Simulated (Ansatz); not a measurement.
A series of calculations on CH3BOSe

**1. Relaxation**

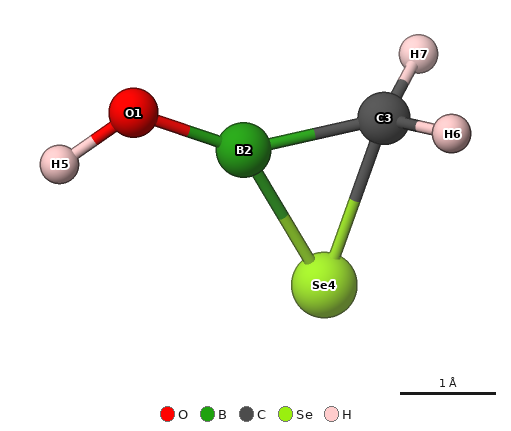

CH3BOSe, before the relaxation. The picture is a ball-and-stick view, seen at a tilt.

The run prepares an end point of a later path (torsion) calculation, from a guessed geometry.

The calculation used Ansatz, RKS B3LYP/def2-mTZVP.

Input
```yaml
crystal:
  periodic: [false, false, false]
  atoms:
    - { symbol: O, position_ang: [-1.06247, 1.20238, -0.6937] }
    - { symbol: B, position_ang: [-0.38284, 0.19828, -0.19911] }
    - { symbol: C, position_ang: [0.92661, -0.24854, 0.43543] }
    - { symbol: Se, position_ang: [-0.48599, -1.67699, 0.15447] }
    - { symbol: H, position_ang: [-1.94859, 1.06763, -1.03161] }
    - { symbol: H, position_ang: [1.13907, -0.09831, 1.48605] }
    - { symbol: H, position_ang: [1.81422, -0.44446, -0.15154] }
basis:
  gaussian: { orbitals: def2-mTZVP }
hamiltonian:
  xc: b3lyp
relax:
  f_tol: 0.015
  max_steps: 40
```

Command:
```bash
ansatz run input.yaml --threads 2 --pin off --max-ram 3072MiB --backend cpu --events-out ev --progress --plain --runs-dir out
```

### What does the optimiser find from here?

The atom that moves furthest after the best rigid fit is Se4 (0.055 Å). By element the largest moves are Se 0.055 Å, O 0.042 Å, B 0.029 Å, H 0.029 Å, C 0.008 Å. Some distances before and after: C3–Se4 2.029 → 2.089 Å, O1–B2 1.309 → 1.343 Å, B2–Se4 1.911 → 1.925 Å, O1–H5 0.958 → 0.967 Å. Bond angles that change, for instance: B2–O1–H5 120.4° → 114.5°, O1–B2–C3 146.0° → 141.9°, C3–B2–Se4 71.4° → 73.7°. The energy falls by 1.59 kcal/mol in 6 geometry steps. Largest force component: 1.6 eV/Å at the start, 0.0013 eV/Å at the end. The run took 19 s on 2 threads of AMD EPYC 7R43 64-Core Processor (Zen 3) (shared host), peak memory 0.24 GiB.

Step by step:

```tsv
step	E − E(0), kcal/mol	largest force component, eV/Å
0	0.00	1.6464
1	-1.05	0.8132
2	-1.43	0.2105
3	-1.46	0.1959
4	-1.56	0.0613
5	-1.59	0.0272
6	-1.59	0.0013
```

Final geometry:

```xyz
7

O    -1.0394    1.2372   -0.6913
B    -0.3905    0.1703   -0.1973
C     0.9274   -0.2403    0.4339
Se   -0.5209   -1.7191    0.1490
H    -1.9299    1.0492   -1.0194
H     1.1371   -0.0746    1.4846
H     1.8162   -0.4229   -0.1595
```

The end point in the same view:

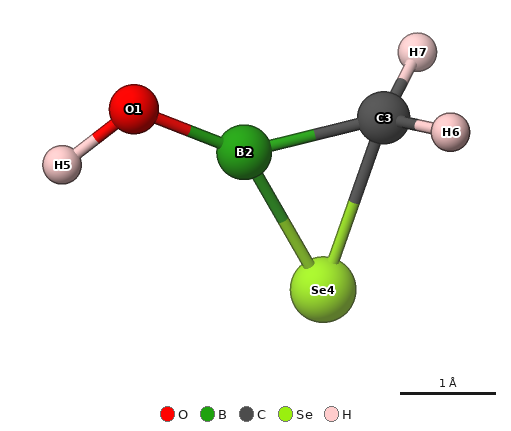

**2. Relaxation**

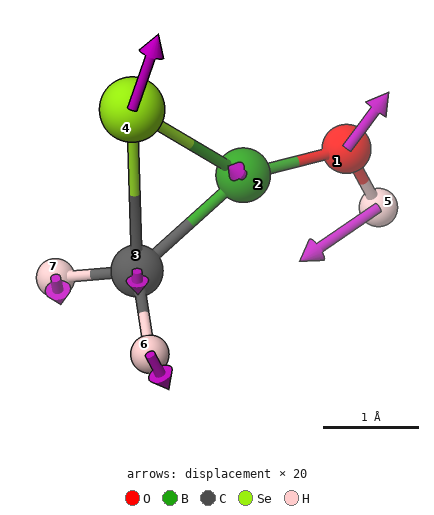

A relaxation of CH3BOSe. The starting structure is drawn; purple arrows show the displacements, magnified 20 times. The two geometries are superimposed by the best rigid fit.

The picture is a ball-and-stick view, seen from a free direction.

The run prepares an end point of a later path (torsion) calculation, from a guessed geometry.

Computed with RKS B3LYP/def2-mTZVP in Ansatz 0.2.0.

Input
```yaml
crystal:
  periodic: [false, false, false]
  atoms:
    - { symbol: O, position_ang: [-1.06247, 1.20238, -0.6937] }
    - { symbol: B, position_ang: [-0.38284, 0.19828, -0.19911] }
    - { symbol: C, position_ang: [-0.38242, -1.29013, 0.11959] }
    - { symbol: Se, position_ang: [1.29597, -0.25437, 0.59398] }
    - { symbol: H, position_ang: [-1.94859, 1.06763, -1.03161] }
    - { symbol: H, position_ang: [-0.18809, -2.04137, -0.63499] }
    - { symbol: H, position_ang: [-0.86602, -1.6911, 1.00057] }
basis:
  gaussian: { orbitals: def2-mTZVP }
hamiltonian:
  xc: b3lyp
relax:
  f_tol: 0.015
  max_steps: 40
```

Launched with:
```bash
ansatz run input.yaml --threads 2 --pin off --max-ram 3072MiB --backend cpu --events-out ev --progress --plain --runs-dir out
```

What happened in the run?

Answer. The largest move after the best rigid fit is that of H5, 0.053 Å. Largest moves by element: H 0.053 Å, Se 0.044 Å, O 0.038 Å, C 0.016 Å, B 0.013 Å. Among the contacts that change: C3–Se4 2.029 → 2.084 Å, O1–B2 1.309 → 1.344 Å, O1–H5 0.958 → 0.968 Å. Bond angles that change, for instance: B2–O1–H5 120.4° → 114.2°, C3–B2–Se4 71.4° → 73.7°, O1–B2–Se4 142.6° → 140.4°. The energy falls by 5.73 kJ/mol in 6 geometry steps. The largest force component goes from 1.6 to 0.01 eV/Å.

**3. Path**

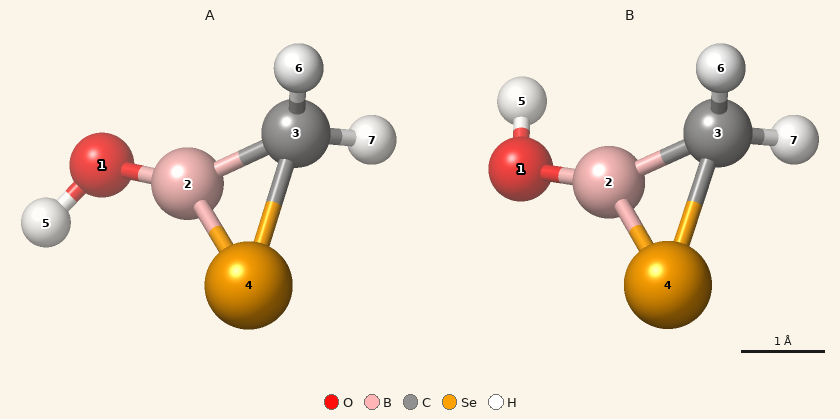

The two relaxed end points of a path for CH$_{3}$BOSe. The picture is a ball-and-stick view, seen at a tilt.

Computed with Ansatz, RKS B3LYP/def2-mTZVP.

Set-up: 9 movable images; climbing image; force threshold 0.03 eV/Å; iteration limit 57.

Start:
```xyz
7

O    -1.0394    1.2372   -0.6913
B    -0.3905    0.1703   -0.1973
C     0.9274   -0.2402    0.4339
Se   -0.5209   -1.7191    0.1491
H    -1.9299    1.0492   -1.0194
H     1.1371   -0.0745    1.4846
H     1.8162   -0.4228   -0.1595
```

End:
```xyz
7

O    -1.4759    0.7450   -0.7668
B    -0.5697   -0.0818   -0.2180
C     0.8257   -0.2057    0.3848
Se   -0.3513   -1.9215    0.2601
H    -1.1815    1.6643   -0.8397
H     1.0369    0.0762    1.4107
H     1.7158   -0.2766   -0.2311
```

**What barrier does the band find between them, and by what path?**

The highest point, image 5, lies 0.43 eV above the start and 0.38 eV above the end; the end is at +0.05 eV relative to the start. The motion is a rotation about the O1–B2 bond by about 180°. No bond forms or breaks between the ends. Bond angles that change up to the highest image, for instance: B2–O1–H5 114.5° → 121.0°, O1–B2–Se4 144.4° → 141.6°. The band is converged.

Energies of the converged images:

```tsv
image	path (Å)	E (eV)
0	0.00	0.000
1	0.19	0.025
2	0.38	0.111
3	0.57	0.248
4	0.76	0.379
5	0.95	0.433
6	1.13	0.385
7	1.31	0.275
8	1.50	0.159
9	1.68	0.079
10	1.86	0.053
```

The geometry at the top of the path:

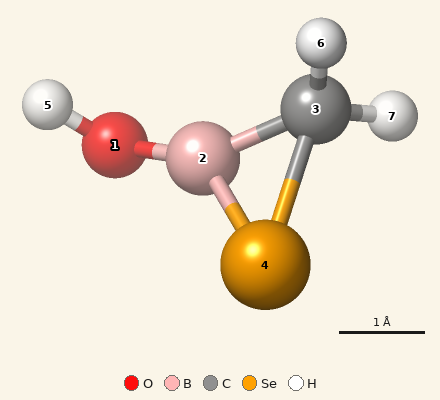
